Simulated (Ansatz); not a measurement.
**Run report: CH₂O, geometry relaxation (part 2 of 4)**

The same run, continued: CH₂O (disordered cell, 40 atoms in the cell); DFT PBE-D3(BJ), scalar-relativistic, plane waves, PAW, no spin polarisation (Ansatz 0.2.0); cutoff 420 eV, 1×1×1 k-mesh, Fermi–Dirac smearing of 0.05 eV. The run did not end well. It belongs to a series of runs on one base structure; here: start relaxed. The run did not end well; see the last part.

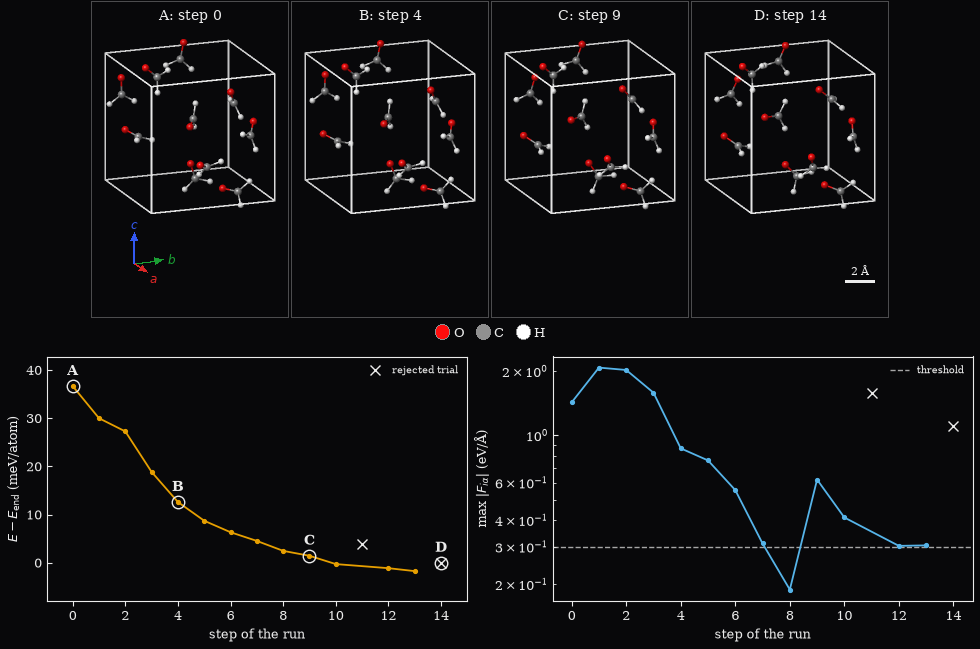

Figure 1. Frames of the relaxation (ball-and-stick view of the cell of the calculation (origin shifted), seen slightly off an axis) above the curves, on which the letters mark them (the first geometry is step 0 here and step 1 in the log).

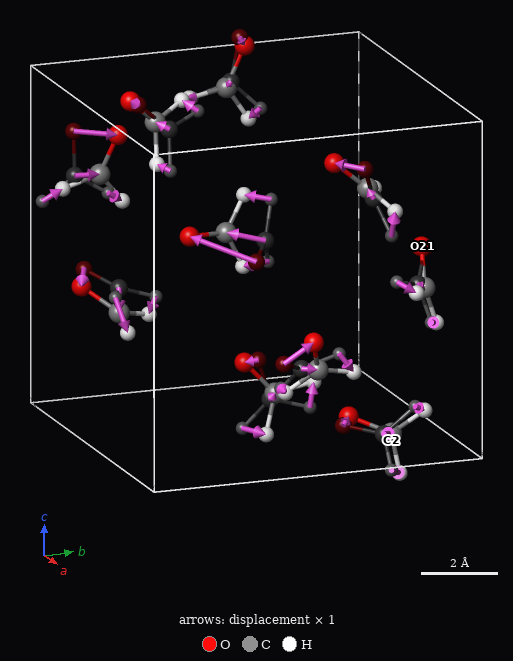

Figure 2. Start (faint) and end (solid) with the displacements as pink arrows, at true length (ball-and-stick view of the cell of the calculation (origin shifted), seen slightly off an axis). The relaxation stopped without meeting its thresholds, so the last structure isn't shown to be converged. The largest move is that of O9, 1.89 Å. By element the largest moves are O 1.89 Å, H 1.54 Å, C 1.07 Å. The cell doesn't change. Distances before and after: C10–H11 1.104 → 1.128 Å, C10–H12 1.104 → 1.122 Å, C30–H32 1.104 → 1.115 Å, O1–C2 1.220 → 1.212 Å. Over 14 geometry steps the energy falls by 36.7 meV per atom. The largest force component goes from 1.4 to 1.1 eV/Å. The line search rejected the trial steps at points 11, 14 (counted from 0) and went back. (Atoms are counted from 1 in the order of the input.)

```
Step failed. What follows is not a result of the run: it is the report of the last solve that finished, which converged after 9 SCF iterations.
Free energy (F): -8491.154737 eV
Harris-Foulkes:  -8491.154737 eV  (|F-HF|=1.16e-9)
Internal energy: -8491.154737 eV  (E = F + TS)
E sigma→0 (E₀):  -8491.154737 eV
Fermi energy:    -1.644763 eV
--- Per-component energies (eV) ---
[...]
  E_band       = -1286.472904
  E_kinetic    = 2884.378374
  E_local      = -11033.611541  (includes V_loc(G=0)·N_el)
  E_nonlocal   = 793.427835
  E_hartree    = 4117.824642
  E_xc         = -1370.527119
  E_vxc        = -1729.301998  (∫ρ·V_xc dr)
  E_paw        = -2583.673421  (= ΣΔE_a)
  E_vpaw       = -437.012892  (= ΣTr[D̂ρ^β])
  E_aug_tail   = -0.002440  (compensation charges beyond the density's cutoff)
  E_ewald      = -1297.846906
  E_disp       = -1.124162  (pairwise vdW)
  E_smearing   = -0.000000  (= −TS)
  E_closure    = -0.000000  (closes the sum)
  Σ components = -8491.154737   (vs F -8491.154737, Δ=0.00e0)
--- Forces (eV/Å), atoms counted from 1 ---
  atom   1  O     -0.06049120     0.10880453     0.14580699
  atom   2  C      0.35887488    -0.00382930     0.06643653
  atom   3  H     -0.05159739     0.15157288     0.05881694
  atom   4  H     -0.25984191    -0.24831927    -0.27079582
  atom   5  O     -0.17017502    -0.03247093    -0.04135290
  atom   6  C      0.55186481    -0.00486155    -0.03937844
  atom   7  H     -0.17284608    -0.10512983     0.07289818
  atom   8  H     -0.18314447     0.17216927    -0.00541181
  atom   9  O     -0.18097305     0.72929951    -0.02770041
  atom  10  C     -0.05188346    -0.36274902     0.04924300
  atom  11  H      0.16304385    -0.24263137    -0.24573813
  atom  12  H      0.08364977    -0.14279674     0.21476411
  atom  13  O     -0.10437172     0.06599823    -0.29329802
  atom  14  C     -0.11742209    -0.02646440     0.26908854
  atom  15  H      0.05291813    -0.15510298    -0.06917000
  atom  16  H      0.18315432     0.14019146     0.09174164
  atom  17  O      0.04925246     0.27835918    -0.29838107
  atom  18  C     -0.03666220    -0.09021692     0.09055270
  atom  19  H      0.00356794    -0.31014125    -0.00863001
  atom  20  H     -0.00829073     0.08632943     0.21783949
  atom  21  O      0.08918520    -0.02437011    -0.10291564
  atom  22  C      0.07893191    -0.06604491     0.01207081
  atom  23  H      0.02915974    -0.05909731     0.15816776
  atom  24  H     -0.19528430     0.14538937    -0.06374882
  atom  25  O     -0.01424182     0.45286745    -0.55008933
  atom  26  C      0.11343383    -0.03240677     0.50165163
  atom  27  H      0.18775794    -0.18305323    -0.02481892
  atom  28  H     -0.27694180    -0.23228987     0.07658110
  atom  29  O     -0.05748484    -0.07127897    -0.25461393
  atom  30  C      0.15523119     0.28770497     0.66826025
  atom  31  H     -0.01305977    -0.18527900    -0.20067775
  atom  32  H     -0.12363000    -0.05273566    -0.20793932
  atom  33  O     -0.35392083     0.14244857    -0.25301168
  atom  34  C      0.78727694     0.15216390     0.29760654
  atom  35  H     -0.21860003    -0.18220194    -0.03732210
  atom  36  H     -0.25621700    -0.11549321     0.00313097
  atom  37  O     -0.45048883    -0.18355693    -0.43989815
  atom  38  C      1.10299060     0.25466213     0.19908595
  atom  39  H     -0.31010658    -0.10454587     0.15819318
  atom  40  H     -0.32266159     0.04907127     0.08291391
  max |Σ_I F_I| component: 4.32e-5 eV/Å
End of that report.
Error: geometry relaxation did not converge after 15 steps: max|allowed force component| = 3.05e-1 eV/Å (threshold 3.0e-1). Raise `relax.max_steps` over both its present limit and 15, loosen `relax.f_tol`, or start from a geometry closer to equilibrium. Where this run's directory can be resumed (`checkpoint.write`), a resume goes on for up to `relax.max_steps` more
```

### Trajectory as extended XYZ (Å, eV, eV/Å), 15 frames, from step=1 to step=15
```
40
Lattice="9.2560 0.0000 0.0000 0.0000 9.2560 0.0000 0.0000 0.0000 9.2560" Properties=species:S:1:pos:R:3:forces:R:3 step=1 energy=-8489.68745
O     4.0954    8.3045    1.6040    0.5054   0.2761   0.0794
C     5.0202    9.0972    1.5330   -0.9290  -0.1425  -0.4092
H     5.8044    9.0176    0.7603   -0.6724   0.7332  -0.0160
H     5.1267    9.9403    2.2374    0.0117   0.2279   0.3180
O     7.1352    7.7153    1.4080    0.6051  -0.7145  -0.5985
C     7.1186    7.4684    0.2133    0.3810  -0.3962   0.7790
H     7.2736    8.2501   -0.5504   -0.0082   0.3457  -0.1838
H     6.9478    6.4489   -0.1737    0.0039  -0.2952  -0.0034
O     2.0531    6.6191    5.7166   -0.7111   0.3922   0.3139
C     1.0393    7.2486    5.9709    0.8510  -0.6564  -0.3234
H     0.7591    7.5189    7.0037   -0.0200  -0.0398   0.4050
H     0.3431    7.5844    5.1830   -0.1092   0.0681  -0.3831
O     7.0329    5.5179    4.3412   -0.5079   0.6654  -0.1627
C     6.2206    6.3244    3.9187    0.5493  -0.7730   0.1445
H     6.2305    7.3844    4.2264    0.0192   0.3299   0.1197
H     5.4284    6.0411    3.2043   -0.1662  -0.0599  -0.1482
O     1.1085    7.0217    2.7340   -0.2433   0.1404  -0.8004
C     0.9655    7.4193    1.5894    0.2690   0.0639   1.1709
H     1.1394    8.4720    1.3070    0.0560   0.2276  -0.0556
H     0.6537    6.7494    0.7694   -0.0741  -0.3589  -0.2990
O     4.9451    1.0394    6.5209    0.4541  -0.4547  -0.4748
C     5.7551    0.5224    5.7690   -0.8379   0.6182   0.5056
H     5.8856    0.8577    4.7256    0.0141   0.1051  -0.2930
H     6.4047   -0.3109    6.0884    0.2410  -0.3216   0.1959
O     1.9094    0.4752    7.9132   -0.4343   0.2787  -0.6147
C     1.3633    0.9269    6.9200    0.5794  -0.2920   0.8743
H     0.2700    1.0675    6.8634   -0.3822   0.0299   0.0247
H     1.9306    1.2214    6.0202    0.2767   0.0691  -0.2155
O     8.1797    2.9329    5.0543    0.9400   0.0349  -0.8324
C     9.1977    3.5323    4.7494   -0.5213  -0.1423  -0.0696
H     9.1817    4.5817    4.4074   -0.1025   0.1774  -0.0653
H    10.1943    3.0602    4.7977    0.2708  -0.2107   0.0281
O     2.6420    3.0628    1.2796   -0.0841   0.6196  -0.4852
C     2.5163    3.9825    0.4877    0.0995  -0.8100   0.6779
H     2.0791    4.9532    0.7792   -0.1205   0.2455   0.1811
H     2.8326    3.8977   -0.5664    0.1391  -0.1148  -0.3271
O     7.3183    2.9630    8.6116    0.0866   0.0173  -0.4964
C     7.3358    2.9883    7.3919   -0.2957   0.0212   1.4294
H     7.3313    3.9346    6.8237   -0.1095   0.1673  -0.0567
H     7.3571    2.0664    6.7854   -0.0212  -0.0714   0.0613
40
Lattice="9.2560 0.0000 0.0000 0.0000 9.2560 0.0000 0.0000 0.0000 9.2560" Properties=species:S:1:pos:R:3:forces:R:3 step=2 energy=-8489.95422
O     4.1124    8.2862    1.6532    0.6746   1.5562  -0.7313
C     4.8929    9.2281    1.4650   -0.0570  -2.0821   2.0450
H     5.6978    9.1662    0.7175   -0.4663   0.5842  -0.6843
H     5.0928    9.9472    2.3127   -0.4803   0.2912  -0.6343
O     7.2257    7.6174    1.4007    0.5458  -0.1812  -0.1855
C     7.2394    7.3917    0.2081   -1.3132   0.2279   0.0565
H     7.2477    8.2284   -0.5428    0.4652  -0.1371   0.0940
H     6.9689    6.3924   -0.1973    0.4856  -0.2141  -0.0052
O     2.0529    6.5956    5.7453   -0.2696  -0.0463   0.1464
C     1.0312    7.2063    5.9723    0.4389   0.0963  -0.1971
H     0.7412    7.4906    7.0078   -0.1152  -0.1469   0.1887
H     0.3738    7.5790    5.1545   -0.0440  -0.1009  -0.1234
O     7.0194    5.5510    4.3593   -0.0938   0.2888  -0.1038
C     6.2236    6.3416    3.8972   -0.0367  -0.3766   0.3460
H     6.2067    7.4054    4.2177    0.0465   0.1891  -0.0899
H     5.4210    6.0339    3.1969    0.0076   0.0236  -0.1747
O     1.0649    7.0240    2.7340   -0.0727   0.0290  -0.3508
C     0.9764    7.4278    1.5934   -0.0287   0.0890   0.5846
H     1.1519    8.4880    1.3215    0.0806   0.0830  -0.0475
H     0.6779    6.7535    0.7581    0.0772  -0.1348  -0.1579
O     4.9120    1.0065    6.5044    0.1482  -0.1744  -0.1645
C     5.7418    0.5223    5.7640   -0.4141   0.1723   0.1488
H     5.8747    0.8658    4.7167    0.0338   0.0556  -0.1213
H     6.4077   -0.3082    6.0914    0.1289  -0.0923   0.0723
O     1.8889    0.4707    7.9211   -0.1574   0.2863  -0.1273
C     1.3725    0.9640    6.9403    0.1533  -0.6666   0.1223
H     0.2681    1.0720    6.8528   -0.1112   0.2203   0.0479
H     1.9603    1.2200    6.0319    0.1451   0.2199   0.0188
O     8.2505    2.8613    4.9156    0.4027  -0.0569  -0.3232
C     9.2434    3.5198    4.6702   -0.2071   0.0097   0.2184
H     9.1854    4.5925    4.3908   -0.0535  -0.0264  -0.1290
H    10.2623    3.0883    4.7717    0.1352  -0.0555  -0.1185
O     2.6452    3.0647    1.2852   -0.0629   0.1423  -0.1342
C     2.5129    3.9717    0.4919    0.1775  -0.2268   0.2742
H     2.0844    4.9524    0.7893   -0.0869   0.0796   0.0496
H     2.8418    3.8819   -0.5662    0.0077  -0.0625  -0.1473
O     7.3403    2.9811    8.6770   -0.3165   0.0306  -0.3818
C     7.2646    2.9994    7.4623    0.9109   0.0277   0.7539
H     7.2938    3.9424    6.8788   -0.3908   0.1198  -0.0485
H     7.3564    2.0757    6.8546   -0.2874  -0.0413   0.0136
40
Lattice="9.2560 0.0000 0.0000 0.0000 9.2560 0.0000 0.0000 0.0000 9.2560" Properties=species:S:1:pos:R:3:forces:R:3 step=3 energy=-8490.06378
O     4.0802    8.3207    1.6669    1.1343   1.8186  -0.5629
C     4.8588    9.2762    1.5110   -0.5543  -2.0291   1.3803
H     5.5810    9.3142    0.6660   -0.4718   0.4024  -0.1561
H     5.0399    9.9913    2.3717   -0.2881   0.0115  -0.6812
O     7.2364    7.5692    1.3814    0.0216  -0.0474  -0.4091
C     7.1895    7.3452    0.1887   -0.0850  -0.1304   0.0933
H     7.2429    8.1765   -0.5732    0.0114  -0.2454   0.2026
H     7.0666    6.3006   -0.2083    0.0884   0.2641   0.0710
O     2.0372    6.4912    5.7875   -0.2940   0.7227   0.1180
C     1.0778    7.2203    5.9703   -0.2925  -1.5964   0.0640
H     0.6862    7.3899    7.0112    0.2376   0.3247  -0.1453
H     0.4076    7.5260    5.1292    0.3517   0.3601  -0.0299
O     7.0254    5.6033    4.3585   -0.5456   0.2389   0.2674
C     6.1645    6.3534    3.9413    0.9780  -0.0186  -0.8769
H     6.1987    7.4505    4.1604   -0.2927  -0.1187   0.2410
H     5.4420    6.0404    3.1498   -0.1975  -0.0222   0.3656
O     1.0428    7.0283    2.7383   -0.2832   0.0746  -0.2509
C     0.9572    7.4550    1.6066    0.6378  -0.1140   0.2774
H     1.1920    8.5092    1.3448   -0.1798   0.0646   0.0110
H     0.7415    6.7753    0.7423   -0.1146   0.0273  -0.0091
O     4.8648    0.9735    6.4822    0.0279  -0.2268  -0.1756
C     5.6952    0.4964    5.7395    0.0673   0.4179   0.2630
H     5.8570    0.8758    4.7058   -0.0883  -0.0761  -0.1127
H     6.4035   -0.2976    6.0818   -0.0463  -0.1171  -0.0191
O     1.8693    0.5152    7.9683   -0.3733  -0.2063  -0.7306
C     1.3717    0.8947    6.9215    0.4541   1.1642   1.0241
H     0.2756    1.1249    6.8524    0.0826  -0.4295  -0.2216
H     2.0111    1.2739    6.0791   -0.1283  -0.4772  -0.0119
O     8.3430    2.7969    4.8748    0.4613   0.2006   0.0886
C     9.3019    3.5207    4.6681   -0.2709  -0.3200  -0.8094
H     9.1821    4.5729    4.3173   -0.0062  -0.0753   0.2723
H    10.3428    3.1157    4.6838    0.0058   0.1149   0.2102
O     2.6377    3.0432    1.2970    0.2803   0.2898  -0.0577
C     2.5713    3.9704    0.5176   -0.8256  -0.5616  -0.0460
H     2.0800    4.9314    0.7964    0.2771   0.1283   0.1021
H     2.8357    3.8502   -0.5601    0.3038   0.0805   0.0496
O     7.3247    3.0157    8.7250    0.3211   0.0359  -0.7461
C     7.3453    3.0265    7.5044   -1.0089   0.2075   0.7895
H     7.1962    3.9734    6.9158    0.3081  -0.2500   0.0983
H     7.3486    2.0880    6.9038    0.2987   0.1139   0.0618
40
Lattice="9.2560 0.0000 0.0000 0.0000 9.2560 0.0000 0.0000 0.0000 9.2560" Properties=species:S:1:pos:R:3:forces:R:3 step=4 energy=-8490.40035
O     4.0908    8.3531    1.6450    1.0008   1.5004  -0.3972
C     4.8591    9.3104    1.4984   -0.6318  -1.5872   0.9220
H     5.5239    9.4046    0.6102   -0.3346   0.2719  -0.0474
H     5.0288   10.0351    2.3466   -0.1773  -0.0296  -0.5037
O     7.2005    7.5239    1.3740    0.0208  -0.0198  -0.3741
C     7.1621    7.2947    0.1824   -0.0745  -0.1118   0.1132
H     7.2265    8.1200   -0.5806    0.0063  -0.1803   0.1574
H     7.0417    6.2515   -0.2120    0.0701   0.1919   0.0651
O     2.0424    6.3233    5.8822   -0.3071   0.5359   0.1154
C     1.0734    7.0394    6.0555   -0.0910  -1.1441  -0.0173
H     0.6892    7.2403    7.0908    0.1569   0.2524  -0.0736
H     0.4297    7.3713    5.2056    0.2502   0.2507  -0.0199
O     6.9993    5.6387    4.3887   -0.4660   0.3066   0.1043
C     6.1701    6.3888    3.9092    0.7621  -0.2284  -0.4433
H     6.1874    7.4855    4.1220   -0.2034  -0.0676   0.1131
H     5.4422    6.0500    3.1358   -0.1160   0.0268   0.2389
O     1.0475    7.0173    2.7089   -0.1893   0.0441  -0.2534
C     0.9899    7.4613    1.5818    0.3989  -0.0212   0.3548
H     1.1932    8.5287    1.3482   -0.1068   0.0265  -0.0125
H     0.7893    6.7974    0.7030   -0.0566   0.0045  -0.0394
O     4.8203    0.9344    6.4188    0.1862  -0.1915  -0.2085
C     5.6890    0.5074    5.6871   -0.1621   0.3072   0.2625
H     5.8509    0.9047    4.6606   -0.0353  -0.0235  -0.0857
H     6.4031   -0.2835    6.0217    0.0108  -0.0684   0.0059
O     1.8374    0.5902    8.0020   -0.3253  -0.1118  -0.6276
C     1.3507    1.0040    6.9646    0.3685   0.6807   0.8423
H     0.2539    1.2112    6.8789    0.0655  -0.2843  -0.1753
H     1.9939    1.3575    6.1178   -0.0858  -0.3232   0.0063
O     8.3972    2.7442    4.8638    0.4369   0.2127   0.0033
C     9.3392    3.4685    4.5886   -0.3251  -0.2682  -0.4100
H     9.1961    4.5197    4.2474   -0.0125  -0.0725   0.1445
H    10.3859    3.0819    4.5946    0.0119   0.0883   0.0898
O     2.6523    3.0322    1.3184    0.1606   0.2589  -0.0914
C     2.5645    3.9508    0.5310   -0.4705  -0.4463   0.0584
H     2.0950    4.9208    0.8145    0.1610   0.0794   0.0669
H     2.8539    3.8367   -0.5402    0.1822   0.0461   0.0163
O     7.3418    3.1176    8.7752    0.1951   0.0426  -0.6670
C     7.3397    3.1204    7.5556   -0.6463   0.1693   0.6873
H     7.2170    4.0651    6.9626    0.2006  -0.1933   0.0474
H     7.3569    2.1795    6.9601    0.1732   0.0759   0.0330
```
